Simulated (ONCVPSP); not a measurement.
# How the fcfact shapes an ONCV potential for Al

Aim: generate and test one potential in full, then change the fcfact and see what happens to hardness, ghosts and transferability.

The numbers are computed with ONCVPSP 4.0.1 (LDA (Perdew-Zunger), scalar-relativistic, spin-unpolarised reference atom).

## 1. Starting point

Typed settings, in words:

```json
{
 "element": "aluminium (Al, Z = 13)",
 "type": "optimised norm-conserving Vanderbilt (ONCV)",
 "frozen core": "[Ne]",
 "valence charge": "3",
 "reference configuration": "3s1.75 3p1.25",
 "partial waves": "3s: rc 2.05 bohr, ncon 4, nbas 7, qcut 2.8 1/bohr, 1 projector; 3p: rc 2.25 bohr, ncon 3, nbas 8, qcut 4.4 1/bohr, 1 projector; d scattering state at 0.14 Ha: rc 1.90 bohr, ncon 4, nbas 9, qcut 5.8 1/bohr, 2 projectors, debl 1.6 Ha",
 "local potential": "polynomial inside 1.40 bohr (lpopt 5, dvloc0 0 Ha)",
 "core correction": "polynomial model core, fcfact 0.25"
}
```

## 2. Generation of the first potential

Input file Al.dat:

```
# ATOM AND REFERENCE CONFIGURATION
# atsym  z   nc   nv     iexc    psfile
  Al 13.00    3    2        3      upf
#
#   n    l    f
    1    0    2.00
    2    0    2.00
    2    1    6.00
    3    0    1.75
    3    1    1.25
#
# PSEUDOPOTENTIAL AND OPTIMIZATION
# lmax
    2
#
#   l,   rc,      ep,       ncon, nbas, qcut
    0    2.05    0.00    4    7    2.80
    1    2.25    0.00    3    8    4.40
    2    1.90    0.14    4    9    5.80
#
# LOCAL POTENTIAL
# lloc, lpopt,  rc(5),   dvloc0
    4    5    1.40    0.00
#
# VANDERBILT-KLEINMAN-BYLANDER PROJECTORs
# l, nproj, debl
    0    1    2.00
    1    1    0.80
    2    2    1.60
#
# MODEL CORE CHARGE
# icmod, fcfact, rcfact
    1    0.25    0.00
#
# LOG DERIVATIVE ANALYSIS
# epsh1, epsh2, depsh
   -2.00    5.00    0.02
#
# OUTPUT GRID
# rlmax, drl
    6.00    0.01
#
# TEST CONFIGURATIONS
# ncnf
    4
# nvcnf
#   n    l    f
    2
    3    0    2.00
    3    1    1.00
#
    2
    3    0    2.00
    3    1    0.00
#
    2
    3    0    1.00
    3    1    0.00
#
    2
    3    0    1.00
    3    1    1.00
#
```

Command:

```sh
$ oncvpsp.x < Al.dat > Al.out
```

The output, Al.out (without the consistency checks and plot data):

```text
ONCVPSP  (Optimized Norm-Conservinng Vanderbilt PSeudopotential)
scalar-relativistic version 4.0.1

#   n    l    f        energy (Ha)
    1    0    2.00    -5.5299563E+01
    2    0    2.00    -3.9674481E+00
    2    1    6.00    -2.5787865E+00
    3    0    1.75    -2.9612953E-01
    3    1    1.25    -1.0859765E-01

Reference configufation results
  iterations    24
  all-electron total energy (Ha)   -2.41717200D+02

Begin loop to  construct optimized pseudo wave functions
and semi-local pseudopoentials for all angular momenta

Calculating optimized projector #   1

 for l=   0

    Fraction of norm inside rc  0.358907
    Optimizing pswf for qcut=   2.81 a_B^-1,  ecut=   3.95 Ha
    Residual kinetic energy error=  4.44D-03 Ha

    Energy error per electron        Cutoff
         Ha          eV             Ha
         0.01000     0.27211        3.07
         0.00100     0.02721       10.50
         0.00010     0.00272       25.45
         0.00001     0.00027       30.44

Calculating optimized projector #   1

 for l=   1

    Fraction of norm inside rc  0.229058
    Optimizing pswf for qcut=   4.39 a_B^-1,  ecut=   9.65 Ha
    Residual kinetic energy error=  6.80D-07 Ha

    Energy error per electron        Cutoff
         Ha          eV             Ha
         0.01000     0.27211        1.30
         0.00100     0.02721        2.24
         0.00010     0.00272        5.19
         0.00001     0.00027        7.63

   Wellstate for l =  2  n =  3
     eigenvalue =   0.1400
     asymptotic potential =   0.6400
     half-point radius =  7.6824

   Wellstate for l =  2  n =  4
     eigenvalue =   1.7400
     asymptotic potential =   2.2400
     half-point radius =  3.2006

Calculating optimized projector #   1

 for l=   2

    Fraction of norm inside rc  0.055319
    Optimizing pswf for qcut=   5.81 a_B^-1,  ecut=  16.87 Ha
    Residual kinetic energy error=  5.19D-06 Ha

    Energy error per electron        Cutoff
         Ha          eV             Ha
         0.01000     0.27211        3.37
         0.00100     0.02721        8.25
         0.00010     0.00272       12.53
         0.00001     0.00027       16.05

Calculating optimized projector #   2

 for l=   2

    Fraction of norm inside rc  0.340297
    Optimizing pswf for qcut=   5.81 a_B^-1,  ecut=  16.87 Ha
    Residual kinetic energy error=  7.99D-04 Ha

    Energy error per electron        Cutoff
         Ha          eV             Ha
         0.01000     0.27211       12.69
         0.00100     0.02721       16.56
         0.00010     0.00272       30.14
         0.00001     0.00027       93.53

Construct Vanderbilt / Kleinmman-Bylander projectors

B matrix Hermiticity error, ll=   2
   1   2    2.2870E-05

  Orthonormal projector coefficients -1.8456E+00 -4.3781E-01

Model core correction analysis
  based on d2Exc/dn_idn_j

d2excae - all-electron derivatives

   -1.906307D-02   -9.963516D-03
   -9.967286D-03   -5.337951D-03

d2excps - pseudofunction derivatives with no core correction

   -2.497257D-02   -1.272292D-02
   -1.272996D-02   -6.649917D-03

rms 2nd derivative error    3.601736E-03

Polynomial model core charge

d2excps - pseudofunction derivatives with core correction

   -1.935575D-02   -1.028544D-02
   -1.028919D-02   -5.554089D-03

rms 2nd derivative error    2.913883E-04

Pseudoatom total energy   -1.925941

Diagnostic tests using Vanderbilt-Kleinman-Bylander pseudopotentials
  1 or more projectors used as specified by nproj input data

   l    rcore       rmatch      e in        delta e   norm test  slope test

   0   2.0575555   2.1200274  -0.2961295  -0.0000010   1.0000000   1.0000344

   1   2.2507190   2.3190557  -0.1085976   0.0000015   1.0000066   0.9999503

   2   1.9036093   1.9614070   0.1400000   0.0000044   1.0000255   1.0000255
   2   1.9036093   1.9614070   1.7400000   0.0000015   1.0001086   1.0001086

 Testing for bound ghosts
   n   l    E NL Schr. Eq   E Basis Diag.   E Cutoff

   1   0       -0.296131       -0.291454     29.51

   2   1       -0.108596       -0.095158     43.50

 Testing for highly-localized positive-energy ghosts
       l    <radius>/rc     E Basis Diag.   E Cutoff

Test configuration 0

   n   l     f        eae           eps        diff
   1   0  2.0000  -55.29956310
   2   0  2.0000   -3.96744809
   2   1  6.0000   -2.57878646
   3   0  1.7500   -0.29612953   -0.29613050   -9.70D-07
   3   1  1.2500   -0.10859765   -0.10859613    1.51D-06

    Total energies and differences
      AE_ref= -2.41717200D+02  AE_tst= -2.41717200D+02  dif=  0.00D+00
      PS_ref= -1.92594076D+00  PS_tst= -1.92594076D+00  dif=  8.88D-16
      PSP excitation error= -8.88D-16

Test configuration 1

   n   l     f        eae           eps        diff
   1   0  2.0000  -55.28208704
   2   0  2.0000   -3.95038460
   2   1  6.0000   -2.56184968
   3   0  2.0000   -0.28795680   -0.28796439   -7.59D-06
   3   1  1.0000   -0.10248945   -0.10252777   -3.83D-05

    Total energies and differences
      AE_ref= -2.41717200D+02  AE_tst= -2.41763826D+02  dif= -4.66D-02
      PS_ref= -1.92594076D+00  PS_tst= -1.97256346D+00  dif= -4.66D-02
      PSP excitation error= -2.92D-06

Test configuration 2

   n   l     f        eae           eps        diff
   1   0  2.0000  -55.59533003
   2   0  2.0000   -4.25788200
   2   1  6.0000   -2.86975012
   3   0  2.0000   -0.54842895   -0.54782884    6.00D-04

    Total energies and differences
      AE_ref= -2.41717200D+02  AE_tst= -2.41548964D+02  dif=  1.68D-01
      PS_ref= -1.92594076D+00  PS_tst= -1.75778805D+00  dif=  1.68D-01
      PSP excitation error=  8.34D-05

Test configuration 3

   n   l     f        eae           eps        diff
   1   0  2.0000  -56.06073580
   2   0  2.0000   -4.70923480
   2   1  6.0000   -3.32102911
   3   0  1.0000   -0.87962415   -0.87863826    9.86D-04

    Total energies and differences
      AE_ref= -2.41717200D+02  AE_tst= -2.40836863D+02  dif=  8.80D-01
      PS_ref= -1.92594076D+00  PS_tst= -1.04661827D+00  dif=  8.79D-01
      PSP excitation error=  1.01D-03

Test configuration 4

   n   l     f        eae           eps        diff
   1   0  2.0000  -55.65880021
   2   0  2.0000   -4.32028844
   2   1  6.0000   -2.93149412
   3   0  1.0000   -0.57783019   -0.57748645    3.44D-04
   3   1  1.0000   -0.36193889   -0.36147981    4.59D-04

    Total energies and differences
      AE_ref= -2.41717200D+02  AE_tst= -2.41335105D+02  dif=  3.82D-01
      PS_ref= -1.92594076D+00  PS_tst= -1.54401062D+00  dif=  3.82D-01
      PSP excitation error=  1.65D-04
```

Wall time 3.6 s (1 thread, shared host).

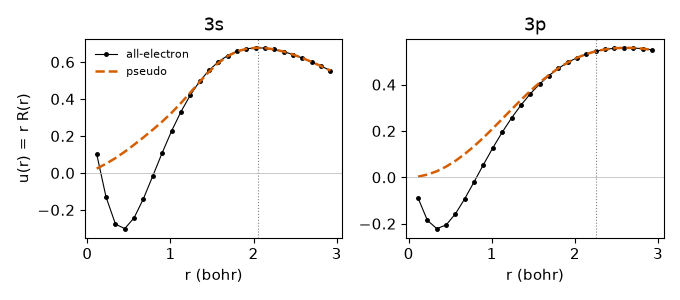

Bound waves of the atom and their pseudo partners (3s, 3p), with the matching radii dotted. The curves join 26 sampled radii.

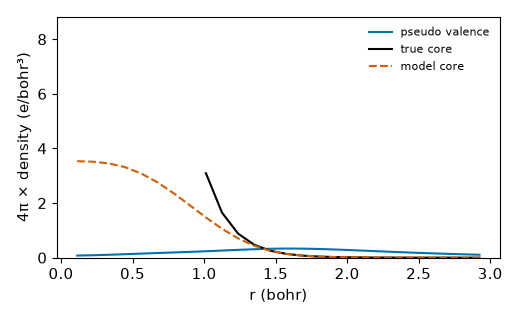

Valence density, true core and model core. The true core is left out near the nucleus, where the program caps it.

## 3. Transferability, from the output's test configurations

The tests as a table, with energies relative to 3s1.75 3p1.25.

```csv
valence configuration,charge,ΔE all-electron (eV),error AE − PS (meV)
3s2 3p1,0,-1.269,-0.1
3s2 3p0,+1,4.578,+2.3
3s1 3p0,+2,23.955,+27
3s1 3p1,+1,10.397,+4.5
```

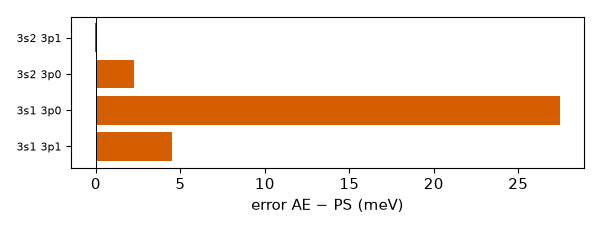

Error of the potential in each test configuration.

## 4. Does it scatter like the atom?

Taken from the files of the generation run. The phase is arctan(r·R′/R) of the radial function R, unwrapped, with energies in Ha. A pole is an energy at which the radial function vanishes at the test radius. The pseudo phase is shifted by a multiple of π to meet the all-electron one at the reference energy. Levels narrower than the energy grid can be missing from the poles. The last column is the largest difference on the grid between −0.5 and +0.5 Ha.

| channel | radius (bohr) | reference (Ha) | poles AE | poles PS | window around the reference with phases within 0.05 rad (Ha) | largest difference near zero (rad) |
| --- | --- | --- | --- | --- | --- | --- |
| s | 2.08 | -0.30 | 1.22 | 0.71, 2.01 | below 0.5 | 0.029 |
| p | 2.28 | -0.11 | 1.20 | 1.06, 3.78 | below 1.2 | 0.008 |
| d | 1.93 | 0.14 | 2.17 | 2.17 | below 4.1 | 0.000 |

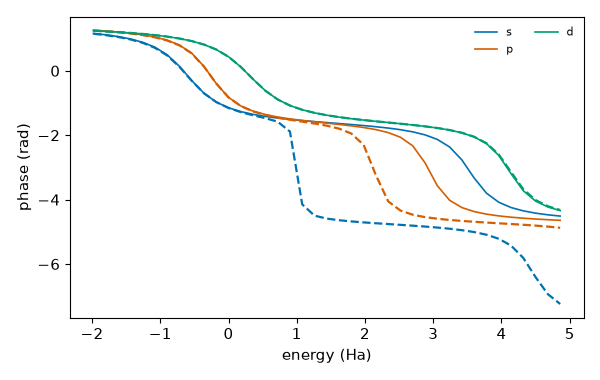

Phases by channel: all-electron solid, pseudo dashed.

## 5. Convergence and ghost test

Read off the output, the cutoffs (Ha) at which the residual kinetic energy of the hardest occupied pseudo-wave falls to 1 and 0.1 mHa per electron: 10 Ha and 25 Ha.

The program's own ghost test: no bound ghost flagged; no localised positive-energy state flagged.

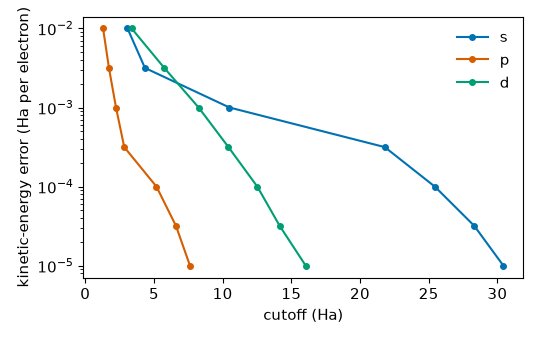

Convergence profile of the first projector's wave in each channel.

## 6. Changed: fcfact = 0.18

Al.dat, as its differences from that of step 2:

```diff
@@ -32,3 +32,3 @@
 # icmod, fcfact, rcfact
-    1    0.25    0.00
+    1    0.18    0.00
 #
```

Command:

```sh
$ oncvpsp.x < Al.dat > Al.out
```

Output in Al.out (without the consistency checks and plot data):

```text
ONCVPSP  (Optimized Norm-Conservinng Vanderbilt PSeudopotential)
scalar-relativistic version 4.0.1

[... all-electron levels as in step 2 ...]

Begin loop to  construct optimized pseudo wave functions
and semi-local pseudopoentials for all angular momenta

Calculating optimized projector #   1

 for l=   0

    Fraction of norm inside rc  0.358907
    Optimizing pswf for qcut=   2.81 a_B^-1,  ecut=   3.95 Ha
    Residual kinetic energy error=  4.44D-03 Ha

    Energy error per electron        Cutoff
         Ha          eV             Ha
         0.01000     0.27211        3.07
         0.00100     0.02721       10.50
         0.00010     0.00272       25.45
         0.00001     0.00027       30.44

Calculating optimized projector #   1

 for l=   1

    Fraction of norm inside rc  0.229058
    Optimizing pswf for qcut=   4.39 a_B^-1,  ecut=   9.65 Ha
    Residual kinetic energy error=  6.80D-07 Ha

    Energy error per electron        Cutoff
         Ha          eV             Ha
         0.01000     0.27211        1.30
         0.00100     0.02721        2.24
         0.00010     0.00272        5.19
         0.00001     0.00027        7.63

   Wellstate for l =  2  n =  3
     eigenvalue =   0.1400
     asymptotic potential =   0.6400
     half-point radius =  7.6824

   Wellstate for l =  2  n =  4
     eigenvalue =   1.7400
     asymptotic potential =   2.2400
     half-point radius =  3.2006

Calculating optimized projector #   1

 for l=   2

    Fraction of norm inside rc  0.055319
    Optimizing pswf for qcut=   5.81 a_B^-1,  ecut=  16.87 Ha
    Residual kinetic energy error=  5.19D-06 Ha

    Energy error per electron        Cutoff
         Ha          eV             Ha
         0.01000     0.27211        3.37
         0.00100     0.02721        8.25
         0.00010     0.00272       12.53
         0.00001     0.00027       16.05

Calculating optimized projector #   2

 for l=   2

    Fraction of norm inside rc  0.340297
    Optimizing pswf for qcut=   5.81 a_B^-1,  ecut=  16.87 Ha
    Residual kinetic energy error=  7.99D-04 Ha

    Energy error per electron        Cutoff
         Ha          eV             Ha
         0.01000     0.27211       12.69
         0.00100     0.02721       16.56
         0.00010     0.00272       30.14
         0.00001     0.00027       93.53

Construct Vanderbilt / Kleinmman-Bylander projectors

B matrix Hermiticity error, ll=   2
   1   2    2.2870E-05

  Orthonormal projector coefficients -1.8456E+00 -4.3781E-01

Model core correction analysis
  based on d2Exc/dn_idn_j

d2excae - all-electron derivatives

   -1.906307D-02   -9.963516D-03
   -9.967286D-03   -5.337951D-03

d2excps - pseudofunction derivatives with no core correction

   -2.497257D-02   -1.272292D-02
   -1.272996D-02   -6.649917D-03

rms 2nd derivative error    3.601736E-03

Polynomial model core charge

d2excps - pseudofunction derivatives with core correction

   -1.950690D-02   -1.034868D-02
   -1.035245D-02   -5.581247D-03

rms 2nd derivative error    3.717773E-04

Pseudoatom total energy   -1.925588

Diagnostic tests using Vanderbilt-Kleinman-Bylander pseudopotentials
  1 or more projectors used as specified by nproj input data

   l    rcore       rmatch      e in        delta e   norm test  slope test

   0   2.0575555   2.1200274  -0.2961295  -0.0000010   1.0000000   1.0000344

   1   2.2507190   2.3190557  -0.1085976   0.0000015   1.0000066   0.9999503

   2   1.9036093   1.9614070   0.1400000   0.0000044   1.0000255   1.0000255
   2   1.9036093   1.9614070   1.7400000   0.0000015   1.0001086   1.0001086

 Testing for bound ghosts
   n   l    E NL Schr. Eq   E Basis Diag.   E Cutoff

   1   0       -0.296131       -0.291454     29.51

   2   1       -0.108596       -0.095158     43.50

 Testing for highly-localized positive-energy ghosts
       l    <radius>/rc     E Basis Diag.   E Cutoff

Test configuration 0

   n   l     f        eae           eps        diff
   1   0  2.0000  -55.29956310
   2   0  2.0000   -3.96744809
   2   1  6.0000   -2.57878646
   3   0  1.7500   -0.29612953   -0.29613050   -9.70D-07
   3   1  1.2500   -0.10859765   -0.10859613    1.51D-06

    Total energies and differences
      AE_ref= -2.41717200D+02  AE_tst= -2.41717200D+02  dif=  0.00D+00
      PS_ref= -1.92558821D+00  PS_tst= -1.92558821D+00  dif= -4.44D-16
      PSP excitation error=  4.44D-16

Test configuration 1

   n   l     f        eae           eps        diff
   1   0  2.0000  -55.28208704
   2   0  2.0000   -3.95038460
   2   1  6.0000   -2.56184968
   3   0  2.0000   -0.28795680   -0.28796781   -1.10D-05
   3   1  1.0000   -0.10248945   -0.10252741   -3.80D-05

    Total energies and differences
      AE_ref= -2.41717200D+02  AE_tst= -2.41763826D+02  dif= -4.66D-02
      PS_ref= -1.92558821D+00  PS_tst= -1.97221154D+00  dif= -4.66D-02
      PSP excitation error= -2.29D-06

Test configuration 2

   n   l     f        eae           eps        diff
   1   0  2.0000  -55.59533003
   2   0  2.0000   -4.25788200
   2   1  6.0000   -2.86975012
   3   0  2.0000   -0.54842895   -0.54782935    6.00D-04

    Total energies and differences
      AE_ref= -2.41717200D+02  AE_tst= -2.41548964D+02  dif=  1.68D-01
      PS_ref= -1.92558821D+00  PS_tst= -1.75743685D+00  dif=  1.68D-01
      PSP excitation error=  8.48D-05

Test configuration 3

   n   l     f        eae           eps        diff
   1   0  2.0000  -56.06073580
   2   0  2.0000   -4.70923480
   2   1  6.0000   -3.32102911
   3   0  1.0000   -0.87962415   -0.87852853    1.10D-03

    Total energies and differences
      AE_ref= -2.41717200D+02  AE_tst= -2.40836863D+02  dif=  8.80D-01
      PS_ref= -1.92558821D+00  PS_tst= -1.04630639D+00  dif=  8.79D-01
      PSP excitation error=  1.06D-03

Test configuration 4

   n   l     f        eae           eps        diff
   1   0  2.0000  -55.65880021
   2   0  2.0000   -4.32028844
   2   1  6.0000   -2.93149412
   3   0  1.0000   -0.57783019   -0.57745454    3.76D-04
   3   1  1.0000   -0.36193889   -0.36146841    4.70D-04

    Total energies and differences
      AE_ref= -2.41717200D+02  AE_tst= -2.41335105D+02  dif=  3.82D-01
      PS_ref= -1.92558821D+00  PS_tst= -1.54366713D+00  dif=  3.82D-01
      PSP excitation error=  1.74D-04
```

Run time: 3.1 s. Hardware: 1 thread, shared host.

The tests as a table, with energies relative to 3s1.75 3p1.25.

| valence configuration | charge | ΔE all-electron (eV) | error AE − PS (meV) |
| --- | --- | --- | --- |
| 3s2 3p1 | 0 | -1.269 | -0.1 |
| 3s2 3p0 | +1 | 4.578 | +2.3 |
| 3s1 3p0 | +2 | 23.955 | +29 |
| 3s1 3p1 | +1 | 10.397 | +4.7 |

With this change the loose cutoff stays at 10 Ha, the largest test error goes from +27 to +29 meV and there is no bound ghost. The cutoff and ghost tests hold the potential at its reference, so a core or compensation setting can't move them.

(Part 1 of 2 ends here.)
